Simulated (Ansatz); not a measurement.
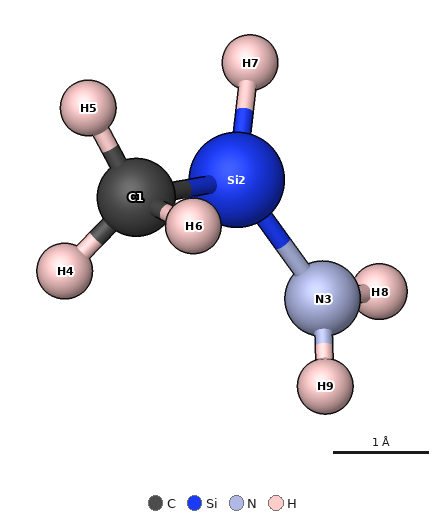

Fig. 1: The structure as given in the input (ball-and-stick view, seen at a tilt; atoms are numbered from 1 in the order of the input). Bond lengths as drawn: C–H 1.09 to 1.10 Å, C–Si 1.82 Å, H–N 1.01 Å, H–Si 1.47 Å and N–Si 1.64 Å.

CH$_{6}$NSi (charge +1): nudged elastic band

System: CH$_{6}$NSi, charge +1, SMILES C[SiH]=[NH2+].
Method: RKS PBE0/def2-TZVP (Ansatz 0.2.0).

It belongs to a series of runs on one base structure; here: band between the two ends. Figures and captions count atoms from 1; the log counts them from 0 in places.

**Input**
```yaml
crystal:
  periodic: [false, false, false]
  atoms:
    - { symbol: C, position_ang: [-0.783815, 0.820016, -0.820482] }
    - { symbol: Si, position_ang: [0.639824, -0.083379, -0.139398] }
    - { symbol: "N", position_ang: [0.494618, -1.01444, 1.206111] }
    - { symbol: H, position_ang: [-1.57547, 0.118091, -1.10285] }
    - { symbol: H, position_ang: [-0.485767, 1.392596, -1.701066] }
    - { symbol: H, position_ang: [-1.191977, 1.504519, -0.069748] }
    - { symbol: H, position_ang: [1.996385, -0.067014, -0.705355] }
    - { symbol: H, position_ang: [1.269866, -1.528507, 1.605895] }
    - { symbol: H, position_ang: [-0.363663, -1.141873, 1.726893] }
total_charge: 1
basis:
  gaussian: { orbitals: def2-TZVP }
hamiltonian:
  xc: pbe0
neb:
  order_check: false
  images: 8
  f_tol: 0.05
  max_iterations: 60
  initial_path: idpp
  climbing: false
  final_atoms:
    - { symbol: C, position_ang: [-0.78185369, 0.83867976, -0.80078393] }
    - { symbol: Si, position_ang: [0.65335446, 0.09736679, 0.03295107] }
    - { symbol: "N", position_ang: [0.48315873, -1.19314077, 1.0351118] }
    - { symbol: H, position_ang: [-1.51456177, 1.17963858, -0.06191454] }
    - { symbol: H, position_ang: [-1.27102367, 0.09800869, -1.44223424] }
    - { symbol: H, position_ang: [-0.47121922, 1.68809325, -1.41239091] }
    - { symbol: H, position_ang: [2.0400622, 0.56296441, -0.10762486] }
    - { symbol: H, position_ang: [1.26167378, -1.63000491, 1.51242518] }
    - { symbol: H, position_ang: [-0.39958982, -1.6415968, 1.24446043] }
```

Hardware: 2 threads of Arm Neoverse V2, 24 GiB of memory available, shared host.

Command:
```bash
ansatz run input.yaml --threads 2 --pin off --max-ram 3072MiB --backend cpu --events-out ev --progress --plain --runs-dir out
```

**The program's output**
```
Engine: ansatz 0.2.0, aarch64-unknown-linux-gnu
Functional definition: PBE0
  parameter a = 0.25
  parameter kappa = 0.804
  parameter beta = 0.06672455060314922
  exchange = (1 - a)*pbe_x(kappa = kappa, mu = beta*pi^2/3) + a*exact_x
  correlation = pbe_c(beta = beta)
867 factors; their error is unknown
mean field evaluation 1: about -10472.6974 eV, gradient 9.7e1 eV
mean field evaluation 2: about -10449.3318 eV, gradient 1.2e2 eV
mean field evaluation 4: about -10490.5552 eV, gradient 1.0e1 eV
mean field evaluation 8: about -10490.8252 eV, gradient 2.9e-1 eV
mean field evaluation 16: about -10490.8253 eV, gradient 8.0e-6 eV
mean field -10490.82531185 eV, -385.5307192738 hartree, gradient 8.0e-6 eV, S^2 0.000000; 0 other end points of the search recorded, 0 dependent functions left out
the calculation of the forces begins
reference -10490.82533945 eV, -385.5307202881 hartree; 16, 16 occupied and 119, 119 virtual orbitals, 867 factors
867 factors; their error is unknown
mean field evaluation 32: about -10490.8253 eV, gradient 8.2e-6 eV
mean field -10490.82527161 eV, -385.5307177948 hartree, gradient 8.2e-6 eV, S^2 0.000000; 0 other end points of the search recorded, 0 dependent functions left out
[... from here on the field's lines of each further geometry are left out, up to the last ...]
NEB iter   1: max|band force component| = 4.197e-1 eV/Å  barrier→ = 0.0067 eV  barrier← = 0.0066 eV  Δτ_max = 0.0495 Å  (254 SCF iters)
NEB iter   2: max|band force component| = 1.920e-1 eV/Å  barrier→ = 0.0000 eV  barrier← = 0.0000 eV  Δτ_max = 0.0199 Å  (239 SCF iters)
NEB iter   3: max|band force component| = 5.775e-2 eV/Å  barrier→ = 0.0000 eV  barrier← = 0.0000 eV  Δτ_max = 0.0079 Å  (240 SCF iters)
the calculation of the forces begins
reference -10490.83293976 eV, -385.5309995940 hartree; 16, 16 occupied and 119, 119 virtual orbitals, 867 factors
867 factors; their error is unknown
mean field evaluation 448: about -10490.8276 eV, gradient 3.9e-5 eV
mean field -10490.82757781 eV, -385.5308025462 hartree, gradient 3.9e-5 eV, S^2 0.000000; 1 other end points of the search recorded, 0 dependent functions left out
the calculation of the forces begins
reference -10490.82760560 eV, -385.5308035675 hartree; 16, 16 occupied and 119, 119 virtual orbitals, 867 factors
NEB iter   4: max|band force component| = 2.069e-2 eV/Å  barrier→ = 0.0000 eV  barrier← = 0.0000 eV  Δτ_max = 0.0000 Å  (457 SCF iters)
```

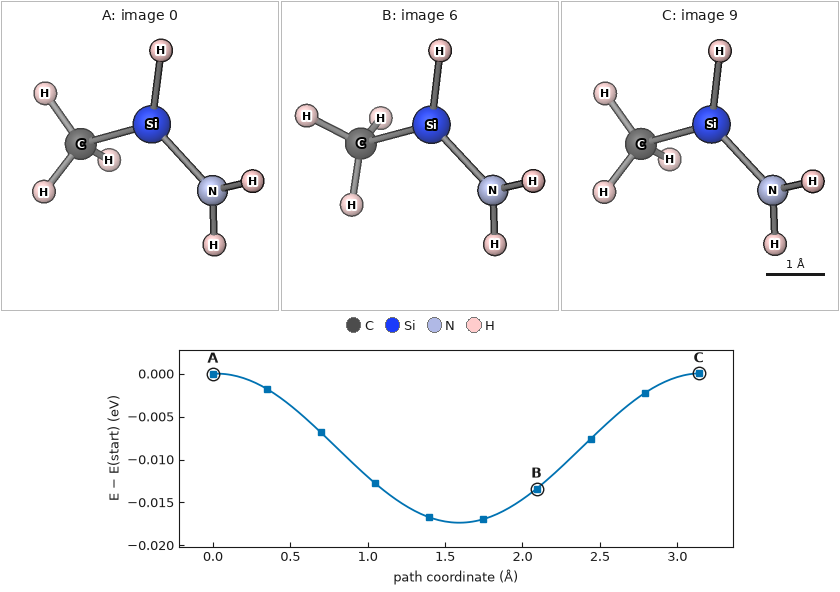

Fig. 2: Images of the last band (counted from 0; ball-and-stick, seen at a tilt) above the energy along the path; the line is a cubic interpolation that uses the forces. No image lies above both ends; the end is 0.000 eV above the start. The path is 3.14 Å long. The band converged in 4 iterations.

```
Total energy: -10490.82529953 eV, -385.5307188211 hartree
Atom 0 at    -0.789261     1.118974    -0.284427 Å, force    -0.017996     0.003765    -0.003023 eV/Å
Atom 1 at     0.637768     0.082068     0.154772 Å, force     0.012037    -0.003895    -0.000533 eV/Å
Atom 2 at     0.505968    -1.552764     0.247796 Å, force    -0.013769    -0.000202    -0.006420 eV/Å
Atom 3 at    -1.603572     0.965289     0.431339 Å, force     0.002283    -0.000237     0.000564 eV/Å
Atom 4 at    -1.160640     0.849940    -1.278931 Å, force     0.004787    -0.001854     0.001385 eV/Å
Atom 5 at    -0.508931     2.174187    -0.283646 Å, force     0.004769     0.001586     0.001896 eV/Å
Atom 6 at     1.984646     0.588524     0.452973 Å, force    -0.000258    -0.001614     0.000920 eV/Å
Atom 7 at     1.281196    -2.158025     0.487472 Å, force     0.004300     0.005751     0.002457 eV/Å
Atom 8 at    -0.347174    -2.068184     0.072652 Å, force     0.003849    -0.003300     0.002755 eV/Å
Dipole moment:     0.059538    -0.125336     0.023985 e Å
this run last wrote the band of iteration 4 to [file]
```

**The last band as extended XYZ (Å, eV, eV/Å)**
```
9
Properties=species:S:1:pos:R:3:forces:R:3 image=0 energy=-10490.82531
C    -0.7838    0.8200   -0.8205    0.0034  -0.0023   0.0028
Si    0.6398   -0.0834   -0.1394    0.0061   0.0028  -0.0067
N     0.4946   -1.0144    1.2061    0.0011  -0.0038   0.0062
H    -1.5755    0.1181   -1.1029   -0.0007  -0.0005  -0.0005
H    -0.4858    1.3926   -1.7011    0.0018   0.0008  -0.0009
H    -1.1920    1.5045   -0.0697   -0.0012   0.0003   0.0002
H     1.9964   -0.0670   -0.7054   -0.0092   0.0005   0.0017
H     1.2699   -1.5285    1.6059   -0.0037   0.0021  -0.0013
H    -0.3637   -1.1419    1.7269    0.0023   0.0001  -0.0016
9
Properties=species:S:1:pos:R:3:forces:R:3 image=1 energy=-10490.82708
C    -0.7769    0.8664   -0.7764   -0.0045   0.0067   0.0002
Si    0.6466   -0.0481   -0.1134    0.0147  -0.0043   0.0071
N     0.4751   -1.1228    1.1172   -0.0081   0.0065  -0.0029
H    -1.6204    0.1948   -0.9595   -0.0058   0.0000   0.0020
H    -0.5033    1.3702   -1.7059   -0.0045  -0.0038  -0.0065
H    -1.0973    1.6238   -0.0518    0.0025   0.0035  -0.0014
H     2.0293    0.0960   -0.5893    0.0032   0.0005   0.0027
H     1.2515   -1.6380    1.5128    0.0025  -0.0003  -0.0017
H    -0.4046   -1.3424    1.5664    0.0001  -0.0087   0.0005
9
Properties=species:S:1:pos:R:3:forces:R:3 image=2 energy=-10490.83215
C    -0.7751    0.9114   -0.7231   -0.0058   0.0091  -0.0026
Si    0.6490   -0.0142   -0.0799    0.0192  -0.0062   0.0106
N     0.4649   -1.2245    1.0154   -0.0149   0.0085  -0.0035
H    -1.6597    0.2765   -0.8106   -0.0068   0.0010   0.0051
H    -0.5322    1.3443   -1.6967   -0.0068  -0.0071  -0.0068
H    -1.0082    1.7351   -0.0372    0.0048   0.0046  -0.0031
H     2.0459    0.2461   -0.4535    0.0039   0.0016   0.0047
H     1.2423   -1.7448    1.4022    0.0047   0.0010  -0.0033
H    -0.4269   -1.5298    1.3833    0.0016  -0.0125  -0.0010
9
Properties=species:S:1:pos:R:3:forces:R:3 image=3 energy=-10490.83805
C    -0.7777    0.9554   -0.6596   -0.0020   0.0070  -0.0032
Si    0.6473    0.0175   -0.0389    0.0182  -0.0045   0.0133
N     0.4635   -1.3172    0.9005   -0.0173   0.0060  -0.0004
H    -1.6925    0.3601   -0.6555   -0.0078   0.0016   0.0039
H    -0.5716    1.3137   -1.6724   -0.0076  -0.0063  -0.0066
H    -0.9276    1.8372   -0.0245    0.0043   0.0035  -0.0026
H     2.0473    0.3788   -0.3000    0.0034   0.0006   0.0035
H     1.2426   -1.8466    1.2715    0.0063   0.0031  -0.0050
H    -0.4314   -1.6988    1.1790    0.0024  -0.0110  -0.0029
9
Properties=species:S:1:pos:R:3:forces:R:3 image=4 energy=-10490.84203
C    -0.7836    0.9975   -0.5856    0.0015   0.0019  -0.0043
Si    0.6432    0.0463    0.0090    0.0123  -0.0003   0.0125
N     0.4703   -1.3978    0.7721   -0.0175   0.0014   0.0022
H    -1.7182    0.4423   -0.4936   -0.0048   0.0016   0.0009
H    -0.6225    1.2778   -1.6320   -0.0059  -0.0021  -0.0035
H    -0.8581    1.9283   -0.0109    0.0022   0.0005  -0.0007
H     2.0373    0.4885   -0.1310    0.0023  -0.0011   0.0001
H     1.2517   -1.9397    1.1192    0.0068   0.0048  -0.0054
H    -0.4202   -1.8433    0.9528    0.0030  -0.0065  -0.0019
9
Properties=species:S:1:pos:R:3:forces:R:3 image=5 energy=-10490.84229
C    -0.7918    1.0342   -0.5053   -0.0010   0.0039  -0.0001
Si    0.6376    0.0713    0.0636    0.0134  -0.0074  -0.0034
N     0.4843   -1.4610    0.6346   -0.0181  -0.0017  -0.0030
H    -1.7364    0.5185   -0.3261   -0.0025  -0.0003  -0.0018
H    -0.6857    1.2331   -1.5783    0.0015   0.0012   0.0007
H    -0.8005    2.0049    0.0021   -0.0043   0.0005   0.0022
H     2.0190    0.5719    0.0501    0.0016  -0.0006   0.0007
H     1.2689   -2.0174    0.9503    0.0066   0.0076  -0.0002
H    -0.3954   -1.9555    0.7089    0.0028  -0.0031   0.0049
9
Properties=species:S:1:pos:R:3:forces:R:3 image=6 energy=-10490.83871
C    -0.8017    1.0624   -0.4249   -0.0013   0.0071  -0.0038
Si    0.6313    0.0892    0.1174    0.0200  -0.0115  -0.0036
N     0.5050   -1.5052    0.4915   -0.0178   0.0019  -0.0070
H    -1.7461    0.5863   -0.1558   -0.0070  -0.0021  -0.0047
H    -0.7615    1.1779   -1.5151    0.0038   0.0041   0.0004
H    -0.7533    2.0649    0.0107   -0.0089   0.0003   0.0076
H     1.9924    0.6285    0.2415    0.0036  -0.0018  -0.0014
H     1.2923   -2.0721    0.7805    0.0062   0.0071   0.0022
H    -0.3583   -2.0318    0.4541    0.0015  -0.0051   0.0102
9
Properties=species:S:1:pos:R:3:forces:R:3 image=7 energy=-10490.83291
C    -0.8132    1.0815   -0.3502   -0.0038   0.0073  -0.0065
Si    0.6238    0.0995    0.1682    0.0210  -0.0104  -0.0001
N     0.5323   -1.5306    0.3487   -0.0169   0.0060  -0.0073
H    -1.7480    0.6486    0.0127   -0.0067  -0.0032  -0.0052
H    -0.8493    1.1135   -1.4461    0.0044   0.0057  -0.0001
H    -0.7152    2.1084    0.0110   -0.0088   0.0000   0.0091
H     1.9560    0.6574    0.4386    0.0046  -0.0022  -0.0032
H     1.3213   -2.1041    0.6194    0.0052   0.0049   0.0025
H    -0.3078   -2.0741    0.1975    0.0010  -0.0081   0.0108
9
Properties=species:S:1:pos:R:3:forces:R:3 image=8 energy=-10490.82758
C    -0.8272    1.0920   -0.2820   -0.0010   0.0029  -0.0055
Si    0.6137    0.1026    0.2152    0.0164  -0.0067  -0.0001
N     0.5667   -1.5395    0.2090   -0.0117   0.0053  -0.0058
H    -1.7422    0.7080    0.1771   -0.0067  -0.0016  -0.0026
H    -0.9468    1.0436   -1.3706    0.0026   0.0039  -0.0011
H    -0.6852    2.1366    0.0032   -0.0067   0.0022   0.0073
H     1.9066    0.6602    0.6354    0.0035  -0.0017  -0.0017
H     1.3565   -2.1168    0.4691    0.0034   0.0031   0.0025
H    -0.2421   -2.0866   -0.0565    0.0002  -0.0074   0.0071
9
Properties=species:S:1:pos:R:3:forces:R:3 image=9 energy=-10490.82527
C    -0.7893    1.1190   -0.2844   -0.0180   0.0038  -0.0030
Si    0.6378    0.0821    0.1548    0.0120  -0.0039  -0.0005
N     0.5060   -1.5528    0.2478   -0.0138  -0.0002  -0.0064
H    -1.6036    0.9653    0.4313    0.0023  -0.0002   0.0006
H    -1.1606    0.8499   -1.2789    0.0048  -0.0019   0.0014
H    -0.5089    2.1742   -0.2836    0.0048   0.0016   0.0019
H     1.9846    0.5885    0.4530   -0.0003  -0.0016   0.0009
H     1.2812   -2.1580    0.4875    0.0043   0.0058   0.0025
H    -0.3472   -2.0682    0.0727    0.0038  -0.0033   0.0028
```

**Key numbers**

```tsv
quantity	value
outcome	converged
barrier, forward	0.000 eV
barrier, backward	0.000 eV
wall time	63 s (CPU time 2 min)
peak memory	0.23 GiB
```

The order of the saddle point was not checked.
